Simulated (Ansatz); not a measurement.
**GeBr: one candidate of a structure search**

The task: take a trial cell of GeBr to zero force and stress.

Program: Ansatz 0.2.0. Level of theory: DFT PBE, scalar-relativistic, plane waves, PAW. These are calculated values, not measurements.

## Step 1: Starting point

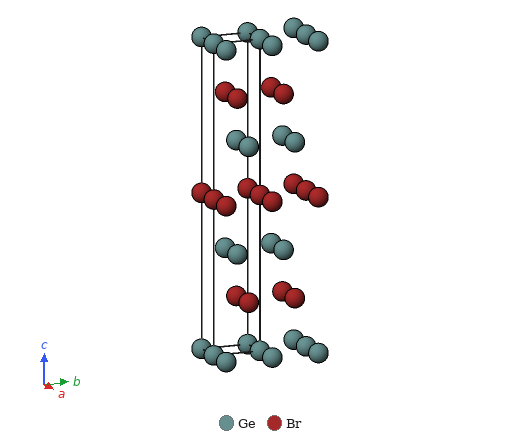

Start, viewed slightly off an axis; germanium teal, bromine red. 2×2×1 cells are drawn. Atoms on the faces are drawn again on the opposite ones. The cell drawn here is the conventional one.

Coordinates:

```cif
data_structure
_symmetry_space_group_name_H-M 'R-3m:H'
_symmetry_Int_Tables_number 166
_cell_length_a 3.1770
_cell_length_b 3.1770
_cell_length_c 16.1835
_cell_angle_alpha 90.000
_cell_angle_beta 90.000
_cell_angle_gamma 120.000
_cell_volume 141.46
loop_
_atom_site_label
_atom_site_type_symbol
_atom_site_symmetry_multiplicity
_atom_site_Wyckoff_symbol
_atom_site_fract_x
_atom_site_fract_y
_atom_site_fract_z
_atom_site_occupancy
Ge1 Ge 3 a 0.00000 0.00000 0.00000 1
Br1 Br 3 b 0.33333 0.66667 0.16667 1
```

Recipe of the guess: species swapped into a database cell of AgPt (R-3m, No. 166), with Ge on the Ag sites and Br on the Pt sites. The dimensions are guesses.

## Step 2: A first look at the guess

Input file input.yaml:

```yaml
crystal:
  lattice:
    - [1.58848133, 0.91711012, 5.39448371]
    - [-1.58848133, 0.91711012, 5.39448371]
    - [0.0, -1.83422024, 5.39448371]
  atoms:
    - { symbol: Ge, position: [0.0, 0.0, 0.0] }
    - { symbol: Br, position: [0.5, 0.5, 0.5] }
basis:
  ecutwfc: 420
kpoints:
  mp_grid: { grid: [6, 6, 6] }
hamiltonian:
  xc: pbe
scf:
  occupations: { method: gaussian, width: 0.1 }
  lower_state_search: "off"
output:
  forces: true
  stress: true
  eigenvalues: true
```

On the command line:

```console
$ ansatz run input.yaml --threads 1 --pin off --max-ram 2560MiB --backend cpu --events-out ev --progress --plain --runs-dir out
```

The log of the run (excerpt; [...] marks lines left out):

```text
Warning: RAYON_NUM_THREADS=1 ignored (pool sized by the plan → 1); use --threads N
[...]
Pseudopotentials: kind: paw
Pseudopotential: Ge, paw, valence charge 14, recommended cutoff 420 eV (normal), Ge.paw.azcp
Pseudopotential: Br, paw, valence charge 7, recommended cutoff 420 eV (normal), Br.paw.azcp
Functional definition: PBE
[...]
Crystal: 2 atoms, lattice volume = 47.153 Å³
Basis set: ecut = 420 eV, 919 PW (Γ), FFT grids on a1−a3, a2−a3, a3, exchange–correlation on 48×48×80 points (8 copies of the dense FFT grid, shifted against one another)
Bands: 15, of which v1, the nominal top of the filled ones, is band 11 counted from 1 (10 counted from 0)
Symmetry: 12 space group operations
Space group: R-3m (ITA 166), of the structure as read, at distance tolerance 3.6e-5 Å
k-points: 32 of 216
[...]
SCF iter   1: F=—  HF=-7077.554863 eV  |F-HF|=—  |Δ(HF+E_count)|=         —  Δρ=4.16e-3  dr2=1.03e-2  ethr=1.77e-3  ⟨swp⟩=6.0  Hψ=2598  notcnv=0
[...]
SCF iter   7: F=-7077.552118 eV  HF=-7077.552118 eV  |F-HF|=1.01e-8  |Δ(HF+E_count)|=   4.06e-8  Δρ=5.01e-6  dr2=7.00e-9  ethr=4.76e-10  ⟨swp⟩=7.2  Hψ=2158  notcnv=0
[...]
SCF converged after 7 iterations
Free energy (F): -7077.552118 eV
[...]
E sigma→0 (E₀):  -7077.545876 eV
Entropy (-TS):   -0.012485 eV (-6.243 meV/atom)
Fermi energy:    7.180383 eV
[...]
--- Forces (eV/Å), atoms counted from 1 ---
  atom   1  Ge     0.00000000    -0.00000000     0.00000000
  atom   2  Br     0.00000000     0.00000000     0.00000000
[...]
--- Stress (GPa, compression-positive) ---
        2.131106       0.000000       0.000000
        0.000000       2.131106      -0.000000
        0.000000       0.000000      -3.381397
  P = ⅓ Tr σ = 0.2936 GPa (2.936 kbar)
--- Band table (eV; the first three rows and the last of 32) ---
  k-point 0: bands = ["-17.9030", "-17.8375", "-17.8375", "-17.7623", "-17.7623", "-8.7008", "-2.3679", "1.7087", "7.5982", "7.5982", "10.4479", "13.7821", "13.7821", "15.2458", "18.2804"]
[...]
```

It took 3.5 s on 1 thread of Intel Xeon at 2.50GHz (Skylake/Cascade Lake), shared host; peak memory 0.33 GiB.

From the probe: pressure 0.3 GPa, largest force 0.00 eV/Å, gap on this mesh none (metal). The coarse relaxation is skipped.

## Step 3: Relaxation on the finer mesh

Changes to input.yaml since step 2:

```diff
@@ -11,3 +11,3 @@
 kpoints:
-  mp_grid: { grid: [6, 6, 6] }
+  mp_grid: { grid: [24, 24, 24] }
 hamiltonian:
@@ -16,3 +16,2 @@
   occupations: { method: gaussian, width: 0.1 }
-  lower_state_search: "off"
 output:
@@ -21 +20,6 @@
   eigenvalues: true
+relax:
+  adjacent_minimum: "off"
+  f_tol: 0.01
+  max_steps: 80
+  cell: { stress_tol: 0.05 }
```

On the command line:

```console
$ ansatz run input.yaml --threads 1 --pin off --max-ram 2560MiB --backend cpu --events-out ev --progress --plain --runs-dir out
```

The log of the run:

```text
Warning: RAYON_NUM_THREADS=1 ignored (pool sized by the plan → 1); use --threads N
basis.fft_grid_basis auto: the FFT boxes are laid along the combinations [[1, 0, -1], [0, 1, -1], [0, 0, 1]] of the cell's own vectors, 3.177, 3.177 and 5.698 Å long. The dense box has 24×24×40 points. Along the cell's own vectors, as sized, it would have 40×40×40, 2.78 times as many. Of the 12 symmetry operations that the crystal satisfies within crystal.symmetry.tolerance (time reversal apart; of a slab, those that keep its plane) the dense box along the cell's own vectors carries 12, and the one as laid loses 8 of those. basis.fft_grid_basis: typed keeps the cell's own vectors: state it where this run's energies or levels are differenced outside the engine with another run's, or held beside a run that keeps those vectors.
Engine: ansatz 0.2.0, x86_64-unknown-linux-gnu
[... 4 set-up lines as earlier in the session ...]
  parameter kappa = 0.804
  parameter beta = 0.06672455060314922
  exchange = pbe_x(kappa = kappa, mu = beta*pi^2/3)
  correlation = pbe_c(beta = beta)
Crystal: 2 atoms, lattice volume = 47.153 Å³
Basis set: ecut = 420 eV, 919 PW (Γ), FFT grids on a1−a3, a2−a3, a3, exchange–correlation on 48×48×80 points (8 copies of the dense FFT grid, shifted against one another)
Bands: 15, of which v1, the nominal top of the filled ones, is band 11 counted from 1 (10 counted from 0)
[... 2 set-up lines as earlier in the session ...]
k-points: 1313 of 13824
Non-local potential: Ge, projectors of the file, l = 0: 2, l = 1: 2, l = 2: 3, l = 3: 1
Non-local potential: Br, projectors of the file, l = 0: 2, l = 1: 2, l = 2: 2
PAW form: soft (Blöchl's): semilocal exchange-correlation on the pseudo side does not see the compensation charge
PAW one-centre angular grid: Ge, 590 points (default); XC on 64 Gauss nodes
PAW one-centre angular grid: Br, 110 points (default); XC on 64 Gauss nodes
Initial density: superposition of atomic densities (neutral atoms: chi_scale 0, normalization atom), corrected by the library's trained network
Initial wavefunctions: pseudopotential atomic-orbital guess
Functional: x = pbe(κ = 0.804, μ = 0.2195149727645171), c = pbe(β = 0.06672455060314922)
SCF iter   1: F=—  HF=-7077.503077 eV  |F-HF|=—  |Δ(HF+E_count)|=         —  Δρ=3.75e-3  dr2=2.43e-2  ethr=1.77e-3  ⟨swp⟩=6.1  Hψ=104254  notcnv=0
preconditioner: auto → Kerker (q_TF=auto, 2.384 Å⁻¹)  [metal: Δε(μ)=0.005 eV  Ē_g=10.942 eV  σ=0.100 eV  W_gap=0.03  n_scr=10 (ndim 8)  ℏωp=17.9 eV  f_vac=0.000  D(μ)=1.25/eV (n_scr^D=2)]
SCF iter   2: F=—  HF=-7077.498945 eV  |F-HF|=—  |Δ(HF+E_count)|=   4.13e-3  Δρ=1.83e-3  dr2=4.07e-3  ethr=1.16e-4  ⟨swp⟩=1.7  Hψ=31367  notcnv=0
SCF iter   3: F=—  HF=-7077.498227 eV  |F-HF|=—  |Δ(HF+E_count)|=   7.18e-4  Δρ=7.94e-4  dr2=6.41e-4  ethr=1.94e-5  ⟨swp⟩=1.4  Hψ=19818  notcnv=0
SCF iter   4: F=—  HF=-7077.498081 eV  |F-HF|=—  |Δ(HF+E_count)|=   1.46e-4  Δρ=1.82e-4  dr2=1.84e-5  ethr=3.05e-6  ⟨swp⟩=2.2  Hψ=24936  notcnv=0
SCF iter   5: F=—  HF=-7077.498075 eV  |F-HF|=—  |Δ(HF+E_count)|=   5.99e-6  Δρ=5.17e-5  dr2=1.41e-6  ethr=8.74e-8  ⟨swp⟩=2.0  Hψ=32948  notcnv=0
SCF iter   6: F=—  HF=-7077.498074 eV  |F-HF|=—  |Δ(HF+E_count)|=   6.86e-7  Δρ=2.04e-5  dr2=1.34e-7  ethr=6.71e-9  ⟨swp⟩=2.0  Hψ=31896  notcnv=0
SCF iter   7: F=-7077.498074 eV  HF=-7077.498074 eV  |F-HF|=1.54e-8  |Δ(HF+E_count)|=   1.48e-8  Δρ=7.21e-6  dr2=2.19e-8  ethr=4.76e-10  ⟨swp⟩=7.2  Hψ=88521  notcnv=0
SCF 1 converged in 7 iterations: F = -7077.498074 eV  dr2 = 2.19e-8
relax step   1: F+E_penalty+E_count = -7077.49807404 eV  Δ(F+E_penalty+E_count) = +0.000e0 eV  max|allowed force component| = 3.366e-29 eV/Å  Δτ_max = 0.0000 Å  P = +0.689 GPa  Ω = 47.153 Å³  (7 SCF iters, dr2 threshold 1.00e-7 eV, accepted)
Crystal: 2 atoms, lattice volume = 47.657 Å³
Basis set: ecut = 420 eV, 947 PW (Γ), FFT grids on a1−a3, a2−a3, a3, exchange–correlation on 48×48×80 points (8 copies of the dense FFT grid, shifted against one another)
Initial density: handed on by an earlier stage of this run
Initial wavefunctions: those handed on with the density
iter 1 solved again at ethr=7.23e-4 eV; its pass at ethr=3.10e-3 eV (dr2=1.52e-1 eV) is discarded
SCF iter   1: F=—  HF=-7077.692397 eV  |F-HF|=—  |Δ(HF+E_count)|=         —  Δρ=1.03e-2  dr2=1.50e-1  ethr=7.23e-4  ⟨swp⟩=1.0  Hψ=133138  notcnv=0
preconditioner: auto → Kerker (q_TF=auto, 2.380 Å⁻¹)  [metal: Δε(μ)=0.001 eV  Ē_g=10.951 eV  σ=0.100 eV  W_gap=0.01  n_scr=14 (ndim 8)  ℏωp=17.8 eV  f_vac=0.000  D(μ)=0.83/eV (n_scr^D=2)]
SCF iter   2: F=—  HF=-7077.668970 eV  |F-HF|=—  |Δ(HF+E_count)|=   2.34e-2  Δρ=5.55e-3  dr2=4.97e-2  ethr=7.15e-4  ⟨swp⟩=1.5  Hψ=20541  notcnv=0
SCF iter   3: F=—  HF=-7077.659493 eV  |F-HF|=—  |Δ(HF+E_count)|=   9.48e-3  Δρ=2.19e-3  dr2=2.54e-3  ethr=2.37e-4  ⟨swp⟩=2.2  Hψ=23965  notcnv=0  defer=5
SCF iter   4: F=—  HF=-7077.659632 eV  |F-HF|=—  |Δ(HF+E_count)|=   1.39e-4  Δρ=1.09e-3  dr2=1.86e-3  ethr=1.21e-5  ⟨swp⟩=2.1  Hψ=41218  notcnv=0  defer=6
SCF iter   5: F=—  HF=-7077.659221 eV  |F-HF|=—  |Δ(HF+E_count)|=   4.11e-4  Δρ=6.36e-4  dr2=8.19e-4  ethr=8.85e-6  ⟨swp⟩=3.0  Hψ=28035  notcnv=0  defer=6
SCF iter   6: F=—  HF=-7077.659089 eV  |F-HF|=—  |Δ(HF+E_count)|=   1.32e-4  Δρ=2.13e-4  dr2=5.03e-5  ethr=3.90e-6  ⟨swp⟩=1.2  Hψ=20540  notcnv=0  defer=7
SCF iter   7: F=—  HF=-7077.659078 eV  |F-HF|=—  |Δ(HF+E_count)|=   1.13e-5  Δρ=3.44e-5  dr2=4.65e-7  ethr=2.39e-7  ⟨swp⟩=1.2  Hψ=20293  notcnv=0  defer=8
SCF iter   8: F=-7077.659078 eV  HF=-7077.659078 eV  |F-HF|=6.92e-8  |Δ(HF+E_count)|=   2.90e-7  Δρ=8.09e-6  dr2=1.03e-7  ethr=9.52e-10  ⟨swp⟩=7.1  Hψ=98822  notcnv=0
SCF 2 converged in 8 iterations: F = -7077.659078 eV  dr2 = 1.03e-7
relax step   2: F+E_penalty+E_count = -7077.65907774 eV  Δ(F+E_penalty+E_count) = -1.610e-1 eV  max|allowed force component| = 5.259e-31 eV/Å  Δτ_max = 0.0000 Å  P = +0.251 GPa  Ω = 47.657 Å³  energy of the carried Pulay correction = -3.142e-5 eV  (8 SCF iters, dr2 threshold 2.00e-7 eV, accepted)
Crystal: 2 atoms, lattice volume = 47.547 Å³
Basis set: ecut = 420 eV, 935 PW (Γ), FFT grids on a1−a3, a2−a3, a3, exchange–correlation on 48×48×80 points (8 copies of the dense FFT grid, shifted against one another)
iter 1 solved again at ethr=1.62e-5 eV; its pass at ethr=3.10e-3 eV (dr2=3.41e-3 eV) is discarded
SCF iter   1: F=—  HF=-7077.855078 eV  |F-HF|=—  |Δ(HF+E_count)|=         —  Δρ=2.75e-3  dr2=3.16e-3  ethr=1.62e-5  ⟨swp⟩=3.1  Hψ=151558  notcnv=0
preconditioner: auto → Kerker (q_TF=auto, 2.381 Å⁻¹)  [metal: Δε(μ)=0.004 eV  Ē_g=10.959 eV  σ=0.100 eV  W_gap=0.02  n_scr=14 (ndim 8)  ℏωp=17.9 eV  f_vac=0.000  D(μ)=0.71/eV (n_scr^D=2)]
SCF iter   2: F=—  HF=-7077.854884 eV  |F-HF|=—  |Δ(HF+E_count)|=   1.94e-4  Δρ=1.67e-3  dr2=1.15e-3  ethr=1.50e-5  ⟨swp⟩=1.0  Hψ=19703  notcnv=0
SCF iter   3: F=—  HF=-7077.854908 eV  |F-HF|=—  |Δ(HF+E_count)|=   2.41e-5  Δρ=3.73e-4  dr2=6.95e-5  ethr=5.47e-6  ⟨swp⟩=2.8  Hψ=32361  notcnv=0
SCF iter   4: F=—  HF=-7077.854881 eV  |F-HF|=—  |Δ(HF+E_count)|=   2.70e-5  Δρ=1.39e-4  dr2=1.21e-5  ethr=3.31e-7  ⟨swp⟩=2.0  Hψ=31863  notcnv=0
SCF iter   5: F=—  HF=-7077.854882 eV  |F-HF|=—  |Δ(HF+E_count)|=   1.00e-6  Δρ=3.14e-5  dr2=5.61e-7  ethr=5.74e-8  ⟨swp⟩=2.2  Hψ=33804  notcnv=0
SCF iter   6: F=-7077.854882 eV  HF=-7077.854882 eV  |F-HF|=1.94e-9  |Δ(HF+E_count)|=   1.83e-7  Δρ=6.58e-6  dr2=3.40e-8  ethr=9.52e-10  ⟨swp⟩=6.3  Hψ=94160  notcnv=0
SCF 3 converged in 6 iterations: F = -7077.854882 eV  dr2 = 3.40e-8
relax step   3: F+E_penalty+E_count = -7077.85488229 eV  Δ(F+E_penalty+E_count) = -1.958e-1 eV  max|allowed force component| = 2.524e-29 eV/Å  Δτ_max = 0.0000 Å  P = +0.266 GPa  Ω = 47.547 Å³  energy of the carried Pulay correction = +8.214e-6 eV  (6 SCF iters, dr2 threshold 2.00e-7 eV, accepted)
[... from here on, the SCF cycles and remarks between the steps are left out ...]
relax step   4: F+E_penalty+E_count = -7077.95771513 eV  Δ(F+E_penalty+E_count) = -1.028e-1 eV  max|allowed force component| = 1.262e-29 eV/Å  Δτ_max = 0.0000 Å  P = +1.148 GPa  Ω = 46.979 Å³  energy of the carried Pulay correction = +1.009e-4 eV  (7 SCF iters, dr2 threshold 2.00e-7 eV, accepted)
relax step   5: F+E_penalty+E_count = -7077.98496939 eV  Δ(F+E_penalty+E_count) = -2.725e-2 eV  max|allowed force component| = 2.712e-31 eV/Å  Δτ_max = 0.0000 Å  P = -0.159 GPa  Ω = 48.789 Å³  energy of the carried Pulay correction = -9.345e-5 eV  (6 SCF iters, dr2 threshold 2.00e-7 eV, accepted)
relax step   6: F+E_penalty+E_count = -7077.98521856 eV  Δ(F+E_penalty+E_count) = -2.492e-4 eV  max|allowed force component| = 5.522e-30 eV/Å  Δτ_max = 0.0000 Å  P = +0.090 GPa  Ω = 48.571 Å³  energy of the carried Pulay correction = -6.662e-5 eV  (5 SCF iters, dr2 threshold 2.00e-7 eV, accepted)
relax step   7: F+E_penalty+E_count = -7077.98523903 eV  Δ(F+E_penalty+E_count) = -2.047e-5 eV  max|allowed force component| = 4.581e-31 eV/Å  Δτ_max = 0.0000 Å  P = -0.000 GPa  Ω = 48.663 Å³  energy of the carried Pulay correction = -7.733e-5 eV  (5 SCF iters, dr2 threshold 4.91e-8 eV, accepted)
relax step   8: F+E_penalty+E_count = -7077.98998806 eV  Δ(F+E_penalty+E_count) = -4.749e-3 eV  max|allowed force component| = 8.415e-30 eV/Å  Δτ_max = 0.0000 Å  P = +0.223 GPa  Ω = 48.663 Å³  stress off target by 3.29e-1 GPa  SCF on the basis re-selected at this cell (its energy is not comparable with the rows above)  (9 SCF iters)
relax step   9: F+E_penalty+E_count = -7077.99040585 eV  Δ(F+E_penalty+E_count) = -4.178e-4 eV  max|allowed force component| = 4.207e-30 eV/Å  Δτ_max = 0.0000 Å  P = +0.042 GPa  Ω = 48.948 Å³  energy of the carried Pulay correction = -3.626e-5 eV  (4 SCF iters, dr2 threshold 2.00e-7 eV, accepted)
relax step  10: F+E_penalty+E_count = -7077.99041935 eV  Δ(F+E_penalty+E_count) = -1.350e-5 eV  max|allowed force component| = 8.415e-30 eV/Å  Δτ_max = 0.0000 Å  P = +0.000 GPa  Ω = 49.020 Å³  energy of the carried Pulay correction = -4.571e-5 eV  (5 SCF iters, dr2 threshold 1.15e-8 eV, accepted)
iter 1 solved again at ethr=4.98e-7 eV; its pass at ethr=3.10e-3 eV (dr2=1.05e-4 eV) is discarded
SCF iter   1: F=—  HF=-7077.989958 eV  |F-HF|=—  |Δ(HF+E_count)|=         —  Δρ=2.88e-4  dr2=8.50e-7  ethr=4.98e-7  ⟨swp⟩=3.3  Hψ=160962  notcnv=0
preconditioner: auto → Kerker (q_TF=auto, 2.369 Å⁻¹)  [metal: Δε(μ)=0.006 eV  Ē_g=11.068 eV  σ=0.100 eV  W_gap=0.04  n_scr=14 (ndim 8)  ℏωp=17.6 eV  f_vac=0.000  D(μ)=0.74/eV (n_scr^D=2)]
SCF iter   2: F=—  HF=-7077.990330 eV  |F-HF|=—  |Δ(HF+E_count)|=   3.73e-4  Δρ=1.46e-4  dr2=2.18e-7  ethr=4.05e-9  ⟨swp⟩=2.4  Hψ=28024  notcnv=0
SCF iter   3: F=—  HF=-7077.990463 eV  |F-HF|=—  |Δ(HF+E_count)|=   1.32e-4  Δρ=4.64e-6  dr2=1.86e-9  ethr=1.04e-9  ⟨swp⟩=2.5  Hψ=30102  notcnv=0
SCF iter   4: F=—  HF=-7077.990463 eV  |F-HF|=—  |Δ(HF+E_count)|=   8.64e-8  Δρ=5.16e-7  dr2=1.13e-10  ethr=8.88e-12  ⟨swp⟩=2.0  Hψ=32994  notcnv=0
SCF iter   5: F=—  HF=-7077.990463 eV  |F-HF|=—  |Δ(HF+E_count)|=  3.44e-10  Δρ=2.58e-7  dr2=4.38e-11  ethr=1.00e-12  ⟨swp⟩=6.9  Hψ=95176  notcnv=0
SCF iter   6: F=-7077.990463 eV  HF=-7077.990463 eV  |F-HF|=9.09e-13  |Δ(HF+E_count)|=  4.09e-11  Δρ=6.00e-8  dr2=2.73e-12  ethr=1.00e-12  ⟨swp⟩=6.0  Hψ=79413  notcnv=0
SCF 11 converged in 6 iterations: F = -7077.990463 eV  dr2 = 2.73e-12
relax step  11: F+E_penalty+E_count = -7077.99046265 eV  Δ(F+E_penalty+E_count) = -4.330e-5 eV  max|allowed force component| = 2.524e-29 eV/Å  Δτ_max = 0.0000 Å  P = -0.002 GPa  Ω = 49.020 Å³  stress off target by 3.83e-3 GPa  SCF on the basis re-selected at this cell (its energy is not comparable with the rows above)  (6 SCF iters)
basis re-selected at this cell: Δ(F+E_penalty+E_count) = -4.330e-5 eV, ΔP = -0.002 GPa vs the last step (what re-selecting the basis moved, of the pressure what is left beyond the Pulay correction that the steps carried, after the strain that the cell walked since its last selection, with what the two solves' SCF thresholds leave and, on support functions, any second-order correction that the steps lacked; it is no measure of the basis error at this ecutwfc). This SCF's stress stands 3.83e-3 GPa from its target on what of the cell is left free (relax.cell.stress_tol is 5.00e-2 GPa) and its largest allowed force component is 2.52e-29 eV/Å (relax.f_tol is 1.00e-2 eV/Å): within both
SCF converged after 6 iterations
Free energy (F): -7077.990463 eV
Harris-Foulkes:  -7077.990463 eV  (|F-HF|=9.09e-13)
Internal energy: -7077.986759 eV  (E = F + TS)
E sigma→0 (E₀):  -7077.988611 eV
Entropy (-TS):   -0.003704 eV (-1.852 meV/atom)
Fermi energy:    7.609193 eV
--- Per-component energies (eV) ---
  E_band       = -170.744013
  E_kinetic    = 240.355529
  E_local      = -2667.448638  (includes V_loc(G=0)·N_el)
  E_nonlocal   = 482.947491
  E_hartree    = 1125.944907
  E_xc         = -338.181526
  E_vxc        = -165.523973  (∫ρ·V_xc dr)
  E_paw        = -4260.352751  (= ΣΔE_a)
  E_vpaw       = -312.964586  (= ΣTr[D̂ρ^β])
  E_aug_tail   = 0.000303  (compensation charges beyond the density's cutoff)
  E_ewald      = -1661.252074
  E_smearing   = -0.003704  (= −TS)
  E_closure    = -0.000000  (closes the sum)
  Σ components = -7077.990463   (vs F -7077.990463, Δ=0.00e0)
--- Forces (eV/Å), atoms counted from 1 ---
  atom   1  Ge    -0.00000000     0.00000000     0.00000000
  atom   2  Br    -0.00000000    -0.00000000    -0.00000000
  max |Σ_I F_I| component: 5.05e-29 eV/Å
--- Stress (GPa, compression-positive) ---
       -0.000855      -0.000000      -0.000000
       -0.000000      -0.000855      -0.000000
       -0.000000      -0.000000      -0.003830
  P = ⅓ Tr σ = -0.0018 GPa (-0.018 kbar)
--- Band table (eV; the first three rows and the last of 1313) ---
  k-point 0: bands = ["-18.0508", "-18.0193", "-18.0193", "-17.9629", "-17.9629", "-9.0589", "-0.9499", "1.8820", "5.3133", "5.3133", "11.2609", "11.3666", "11.3666", "12.6685", "15.9145"]
  k-point 1: bands = ["-18.0507", "-18.0195", "-18.0194", "-17.9630", "-17.9627", "-9.0461", "-0.9493", "1.9092", "5.2481", "5.2992", "11.1379", "11.2053", "11.2990", "12.7885", "15.7389"]
  k-point 2: bands = ["-18.0502", "-18.0198", "-18.0195", "-17.9630", "-17.9619", "-9.0085", "-0.9474", "1.9894", "5.0668", "5.2582", "10.6360", "10.9799", "11.1138", "13.0823", "15.3746"]
  k-point 1312: bands = ["-18.0498", "-18.0193", "-18.0193", "-17.9630", "-17.9630", "-8.8317", "-2.8289", "5.3638", "5.3638", "6.0257", "7.8386", "10.6005", "10.6005", "14.6821", "15.5590"]
--- Relaxed structure (9 steps of the walk, 9 accepted, 2 SCFs on fresh bases) ---
  F+E_penalty+E_count = -7077.99046265 eV   max|allowed force component| = 2.524e-29 eV/Å   (the final SCF, on the basis selected at the relaxed cell)
  cell:  # Å, volume = 49.0199 Å³
    - [1.7795549498324914, 1.0274265293235196, 4.468469715686853]
    - [-1.7795549498324914, 1.0274265293235196, 4.468469715686853]
    - [-5.669011865324654e-33, -2.05485305864704, 4.468469715686853]
  atoms:
    - { symbol: Ge, position: [-3.073339864328749e-35, -3.404864988496879e-35, -1.9266033200247394e-35] }
    - { symbol: Br, position: [0.49999999999999994, 0.49999999999999994, 0.49999999999999994] }
```

Run time: 20 min. Hardware: 1 thread of Intel Xeon at 2.50GHz (Skylake/Cascade Lake), shared host; peak memory 1.1 GiB.

Relaxation path:

| step | energy from step 1 (eV/cell) | largest force component (eV/Å) | pressure (GPa) | volume (Å³) |
| --- | --- | --- | --- | --- |
| 1 | 0.0000 | 0.0000 | 0.69 | 47.15 |
| 2 | -0.1610 | 0.0000 | 0.25 | 47.66 |
| 3 | -0.3568 | 0.0000 | 0.27 | 47.55 |
| 4 | -0.4596 | 0.0000 | 1.15 | 46.98 |
| 5 | -0.4869 | 0.0000 | -0.16 | 48.79 |
| 6 | -0.4871 | 0.0000 | 0.09 | 48.57 |
| 7 | -0.4872 | 0.0000 | 0.00 | 48.66 |
| 8 | -0.4919 | 0.0000 | 0.22 | 48.66 |
| 9 | -0.4923 | 0.0000 | 0.04 | 48.95 |
| 10 | -0.4923 | 0.0000 | 0.00 | 49.02 |
| 11 | -0.4924 | 0.0000 | 0.00 | 49.02 |

Step 1 is the start. Steps 8, 11 each repeat the geometry before them on a plane-wave basis chosen anew, so the energy can jump there without any move.

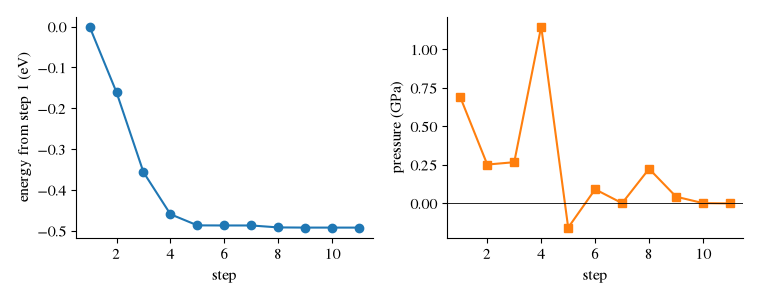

Energy and pressure along the relaxation.

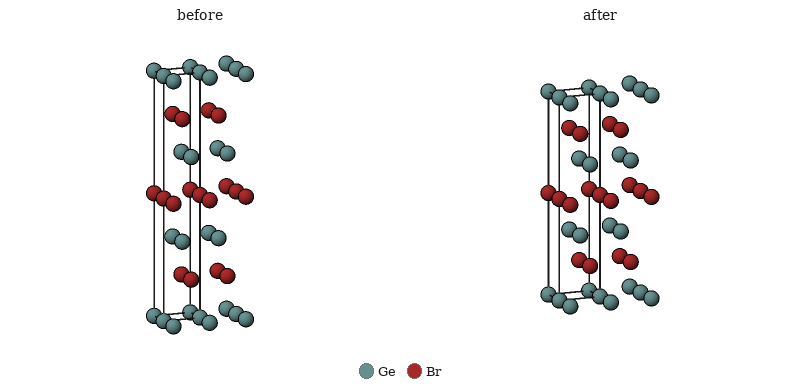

Before and after, at one scale.

Lengths and angles in the start's conventional setting:

|  | before | after | change |
| --- | --- | --- | --- |
| a (Å) | 3.177 | 3.559 | +12.0 % |
| b (Å) | 3.177 | 3.559 | +12.0 % |
| c (Å) | 16.183 | 13.405 | -17.2 % |
| volume (Å³/atom) | 23.58 | 24.51 | +4.0 % |
| shortest distance (Å) | 3.177 | 3.035 | -4.5 % |
| space group (0.01 Å) | R-3m | R-3m | same |

The run keeps the 12 symmetry operations of the start, so it could not have lowered the symmetry.

## Step 4: Outcome

| quantity | value |
| --- | --- |
| symmetry at the end (tolerance 0.05 Å) | space group R-3m (No. 166) |
| conventional cell | a = 3.559 Å, b = 3.559 Å, c = 13.405 Å, α = 90.00°, β = 90.00°, γ = 120.00° |
| volume | 24.51 Å³/atom |
| energy over the elements | +0.09 eV/atom |
| gap on the mesh | none (metal) |

What this shows: The space group R-3m (No. 166) is kept, and the volume per atom grows by 4.0 % from the first guess. The formation energy is positive, so the separate elements lie lower. No finished test with a distortion of lower symmetry is shown, so the end may be a saddle point. Spin polarisation is off in the runs that give these values; a magnetic solution could lie lower.
